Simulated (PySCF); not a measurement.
# C10H18O2: NMR shifts at several levels of theory, part 2 of 2

PySCF 2.14.0. Atoms count from 0. Earlier steps stand in the parts before.

**6. Shielding tensors: KT2/pcSseg-1**

Job settings and geometry (Å):

```
{"job": {"kind": "nmr", "xc": "KT2", "basis": "pcSseg-1", "pop": false}, "charge": 0, "multiplicity": 1}
C      2.367373    -1.445131    -1.152826
C      2.235198    -0.576069    -0.143625
C      3.255054     0.510261     0.057095
C      1.127183    -0.644245     0.894128
C      0.054060    -1.707816     0.636348
C     -0.920113    -1.330484    -0.477062
C     -1.576816     0.030279    -0.261601
C     -2.582149     0.009637     0.889288
O     -2.251762     0.361872    -1.456877
C     -0.470219     1.068596    -0.039139
O     -1.113321     2.316321     0.123897
C      0.440118     0.712462     1.123903
H      3.217336    -1.377501    -1.837650
H      1.652762    -2.248626    -1.339818
H      4.132355     0.357092    -0.586280
H      2.842499     1.505668    -0.177299
H      3.596654     0.548387     1.105271
H      1.639711    -0.905032     1.839644
H     -0.505143    -1.859490     1.574311
H      0.526536    -2.677092     0.414643
H     -1.709659    -2.092497    -0.576799
H     -0.403694    -1.283006    -1.447728
H     -2.149689    -0.350177     1.834108
H     -2.978909     1.020275     1.062515
H     -3.414861    -0.653219     0.613609
H     -2.460968     1.302101    -1.379388
H      0.126437     1.069605    -0.973477
H     -0.451092     3.011883     0.073826
H     -0.155717     0.675327     2.049463
H      1.183136     1.512961     1.270488
```

Level: GIAO KT2/pcSseg-1 NMR shielding, non-relativistic, gas phase.

The program printed:

```text
coarse grid: 24192 points
cycle   1  E = -551.0087927924  dE =  1.288e+00  |g| = 1.132e+00  |ddm| = 4.932e+00
cycle   2  E = -550.4895395822  dE =  5.193e-01  |g| = 1.935e+00  |ddm| = 3.817e+00
cycle   3  E = -551.2672578256  dE = -7.777e-01  |g| = 2.308e-01  |ddm| = 3.027e+00
cycle   4  E = -551.2772577984  dE = -1.000e-02  |g| = 9.996e-02  |ddm| = 3.657e-01
cycle   5  E = -551.2793453020  dE = -2.088e-03  |g| = 3.712e-02  |ddm| = 1.398e-01
cycle   6  E = -551.2796335570  dE = -2.883e-04  |g| = 1.591e-02  |ddm| = 4.888e-02
cycle   7  E = -551.2796992017  dE = -6.564e-05  |g| = 4.553e-03  |ddm| = 1.897e-02
cycle   8  E = -551.2797041243  dE = -4.923e-06  |g| = 1.181e-03  |ddm| = 5.627e-03
final grid: 231192 points
cycle   9  E = -551.3631369599  dE = -5.206e-04  |g| = 1.921e-02  |ddm| = 1.137e-01
cycle  10  E = -551.3630013228  dE =  1.356e-04  |g| = 2.974e-02  |ddm| = 5.079e-02
cycle  11  E = -551.3632201500  dE = -2.188e-04  |g| = 3.784e-03  |ddm| = 3.561e-02
cycle  12  E = -551.3632233368  dE = -3.187e-06  |g| = 1.488e-03  |ddm| = 4.901e-03
cycle  13  E = -551.3632238735  dE = -5.367e-07  |g| = 4.446e-04  |ddm| = 1.903e-03
cycle  14  E = -551.3632239245  dE = -5.097e-08  |g| = 1.086e-04  |ddm| = 5.666e-04
cycle  15  E = -551.3632239271  dE = -2.575e-09  |g| = 3.411e-05  |ddm| = 1.434e-04
cycle  16  E = -551.3632239273  dE = -2.146e-10  |g| = 1.004e-05  |ddm| = 4.680e-05
converged SCF energy = -551.3632239273

GIAO shielding tensors (ppm)
atom      isotropic    diamagn.    paramagn.     s11        s22        s33       span
  0 C       73.375     254.707    -181.332    -20.077     90.979    149.222    169.299
  1 C       39.430     261.081    -221.650    -69.133     36.432    150.992    220.125
  2 C      157.979     247.432     -89.453    141.370    151.041    181.527     40.157
  3 C      138.576     251.665    -113.089    126.890    139.347    149.491     22.602
  4 C      154.520     251.685     -97.166    145.911    151.600    166.048     20.137
  5 C      147.451     249.670    -102.219    134.284    139.117    168.953     34.669
  6 C      110.050     247.667    -137.618     92.685    100.002    137.462     44.777
  7 C      165.182     249.136     -83.954    149.214    161.092    185.240     36.026
  8 O      239.666     390.475    -150.808    205.962    216.826    296.211     90.249
  9 C      106.804     249.982    -143.178     89.412     99.070    131.930     42.517
 10 O      275.600     388.730    -113.129    235.726    271.156    319.918     84.193
 11 C      144.816     253.235    -108.418    130.240    139.404    164.805     34.564
 12 H       26.032      29.744      -3.713     23.358     24.756     29.982      6.624
 13 H       26.085      33.802      -7.717     22.870     24.447     30.938      8.068
 14 H       29.353      27.608       1.745     25.402     27.858     34.799      9.398
 15 H       29.107      31.383      -2.275     24.373     29.686     33.262      8.889
 16 H       29.605      28.168       1.437     25.601     28.087     35.126      9.525
 17 H       28.842      32.494      -3.652     25.093     26.757     34.675      9.583
 18 H       29.557      32.660      -3.103     25.877     28.133     34.663      8.786
 19 H       29.058      32.325      -3.267     25.141     26.953     35.080      9.939
 20 H       29.858      31.918      -2.060     25.491     28.486     35.596     10.105
 21 H       29.240      33.935      -4.695     24.815     29.790     33.114      8.299
 22 H       29.791      31.910      -2.119     25.218     29.391     34.763      9.545
 23 H       29.660      30.990      -1.330     24.806     29.261     34.913     10.107
 24 H       30.582      29.755       0.827     27.220     27.798     36.727      9.507
 25 H       28.950      34.393      -5.443     19.399     28.241     39.210     19.811
 26 H       27.695      35.228      -7.532     24.356     27.222     31.509      7.153
 27 H       31.301      33.506      -2.205     21.788     28.337     43.779     21.990
 28 H       29.757      34.180      -4.423     26.800     29.539     32.932      6.132
 29 H       29.391      34.781      -5.390     24.650     29.702     33.822      9.172
```

Run time: 58 s. Hardware: 8 threads of Arm Neoverse V2, shared host.

This run: δ C1 143.8, C0 109.8, C9 76.4, C6 73.2, H12 5.15, H13 5.09 ppm.

**7. Shielding tensors: HF/pcSseg-1**

Same as in step 6 but for these lines:

```diff
@@ -1,2 +1,2 @@
-{"job": {"kind": "nmr", "xc": "KT2", "basis": "pcSseg-1", "pop": false}, "charge": 0, "multiplicity": 1}
+{"job": {"kind": "nmr", "xc": "HF", "basis": "pcSseg-1", "pop": false}, "charge": 0, "multiplicity": 1}
 C      2.367373    -1.445131    -1.152826
```

Level: GIAO HF/pcSseg-1 NMR shielding, non-relativistic, gas phase.

The program printed:

```text
final grid: 231192 points
cycle   1  E = -538.5766570833  dE =  2.909e+00  |g| = 8.426e-01  |ddm| = 4.719e+00
cycle   2  E = -538.7344325169  dE = -1.578e-01  |g| = 4.507e-01  |ddm| = 1.005e+00
cycle   3  E = -538.7721639999  dE = -3.773e-02  |g| = 1.134e-01  |ddm| = 4.590e-01
cycle   4  E = -538.7758007144  dE = -3.637e-03  |g| = 1.613e-02  |ddm| = 1.389e-01
cycle   5  E = -538.7758806598  dE = -7.995e-05  |g| = 4.682e-03  |ddm| = 2.633e-02
cycle   6  E = -538.7758879111  dE = -7.251e-06  |g| = 1.685e-03  |ddm| = 7.725e-03
cycle   7  E = -538.7758889815  dE = -1.070e-06  |g| = 4.109e-04  |ddm| = 3.368e-03
cycle   8  E = -538.7758890663  dE = -8.484e-08  |g| = 1.730e-04  |ddm| = 9.361e-04
cycle   9  E = -538.7758890784  dE = -1.207e-08  |g| = 3.872e-05  |ddm| = 3.604e-04
cycle  10  E = -538.7758890794  dE = -9.920e-10  |g| = 1.723e-05  |ddm| = 9.157e-05
converged SCF energy = -538.7758890794

GIAO shielding tensors (ppm)
atom      isotropic    diamagn.    paramagn.     s11        s22        s33       span
  0 C       71.084     252.826    -181.742    -51.001    104.789    159.464    210.464
  1 C       37.536     260.939    -223.403   -103.240     47.730    168.119    271.359
  2 C      167.622     241.569     -73.947    152.366    163.129    187.372     35.006
  3 C      156.925     244.469     -87.544    145.769    159.344    165.662     19.893
  4 C      168.376     245.964     -77.588    163.284    165.542    176.302     13.018
  5 C      160.169     245.012     -84.843    149.296    153.046    178.166     28.870
  6 C      129.574     242.918    -113.344    114.804    119.032    154.885     40.081
  7 C      171.664     245.128     -73.464    157.088    167.560    190.345     33.258
  8 O      277.197     393.325    -116.128    246.723    268.851    316.017     69.294
  9 C      125.464     244.896    -119.432    109.504    119.165    147.724     38.220
 10 O      307.744     391.740     -83.995    271.323    290.887    361.024     89.701
 11 C      160.013     248.261     -88.248    147.657    155.368    177.016     29.359
 12 H       26.386      30.334      -3.948     23.320     24.560     31.278      7.958
 13 H       26.550      32.657      -6.108     22.895     24.509     32.246      9.350
 14 H       29.717      28.340       1.377     24.903     28.128     36.118     11.215
 15 H       29.866      29.680       0.186     24.781     30.445     34.373      9.591
 16 H       30.188      28.144       2.043     25.631     28.645     36.287     10.656
 17 H       30.047      33.203      -3.156     25.669     27.489     36.982     11.313
 18 H       30.425      32.313      -1.889     26.245     28.583     36.446     10.200
 19 H       29.972      32.649      -2.677     25.368     27.463     37.085     11.717
 20 H       30.460      32.212      -1.752     25.430     28.762     37.189     11.759
 21 H       30.061      32.466      -2.405     25.461     29.951     34.772      9.311
 22 H       30.644      30.910      -0.266     25.777     30.272     35.883     10.106
 23 H       30.114      30.373      -0.258     24.873     29.384     36.087     11.214
 24 H       30.800      29.740       1.060     26.598     27.772     38.030     11.432
 25 H       29.411      33.756      -4.345     18.807     28.110     41.316     22.510
 26 H       28.934      33.462      -4.528     25.397     29.169     32.237      6.840
 27 H       31.276      33.386      -2.110     20.606     27.420     45.802     25.196
 28 H       30.447      33.397      -2.950     26.785     29.728     34.828      8.043
 29 H       30.289      34.313      -4.024     24.921     30.171     35.775     10.854
```

It took 50 s on 8 threads of Arm Neoverse V2, shared host.

In short: δ C1 153.3, C0 119.8, C9 65.4, C6 61.3, H12 5.30, H13 5.14 ppm.

**8. Run by run: NMR shifts**

Shifts (ppm) of some atoms, chosen among heavy atoms and hydrogens apart, with basis size and wall time:

| run | C9 | C6 | C3 | H26 | H17 | O8 | O10 | functions | time |
| --- | --- | --- | --- | --- | --- | --- | --- | --- | --- |
| PBE0/pcSseg-1 | 74.5 | 70.9 | 41.7 | 3.20 | 2.06 | 81.5 | 47.2 | 294 | 91 s |
| PBE/pcSseg-1 | 78.2 | 74.4 | 45.1 | 3.43 | 2.27 | 93.4 | 58.8 | 294 | 59 s |
| wB97X-D/pcSseg-1 | 74.5 | 70.9 | 40.6 | 3.15 | 1.95 | 76.7 | 42.8 | 294 | 1.9 min |
| KT2/pcSseg-1 | 76.4 | 73.2 | 44.6 | 3.48 | 2.34 | 91.0 | 55.1 | 294 | 58 s |
| HF/pcSseg-1 | 65.4 | 61.3 | 33.9 | 2.75 | 1.64 | 56.1 | 25.6 | 294 | 50 s |

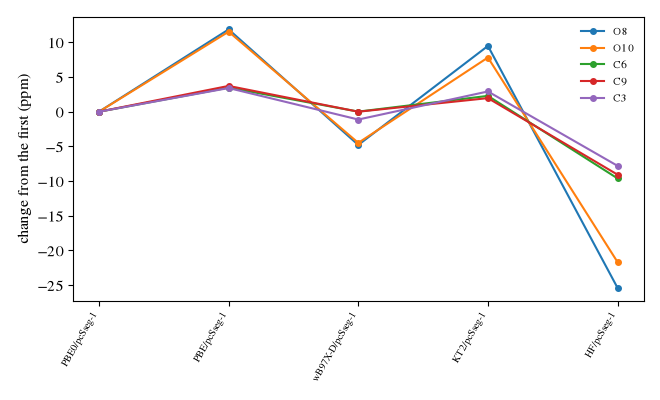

How five of the tabulated atoms move from run to run.

**9. Outcome**

The summary covers parts 1 to 2.

| quantity | value |
| --- | --- |
| point group | C1 |
| rotational constants (main isotopes) | 1.47, 0.69, 0.61 GHz |
| 13C shifts against TMS (PBE0/pcSseg-1) | 153.5, 119.8, 74.5, 70.9, 41.7, 36.2, 34.5, 26.5, 25.3, 19.0 ppm |
| 1H shifts against TMS (PBE0/pcSseg-1, means over atoms taken as alike) | 5.34, 5.23, 3.20, 2.16, 2.06, 1.94, 1.80, 1.80, 1.63, 1.49, 1.37, 1.30, 1.16, 0.01 ppm |
| 17O shifts against H2O (PBE0/pcSseg-1) | 81.5, 47.2 ppm |
| range of the shift of O8 | 56.1 to 93.4 ppm |

What this shows: Single values in the summary come from the first run of each kind that ended normally (PBE0/pcSseg-1), which need not be the best level. The optimisation took 8 steps and gained 0.085 eV; among the close pairs (by a distance rule), C0–H13 changed most, from 1.074 to 1.091 Å. No frequency check was run at this level, so the end point may be a saddle. The most deshielded carbon is C1 (fully substituted alkene carbon), at 153.5 ppm: as expected for a trigonal carbon in a double bond. At PBE0/pcSseg-1: The largest span, 248 ppm, is at C1, where the paramagnetic term is -230 ppm. In ppm, O8 moves most: its shift spreads over 37.3 ppm, from 56.1 (HF/pcSseg-1) to 93.4 (PBE/pcSseg-1).
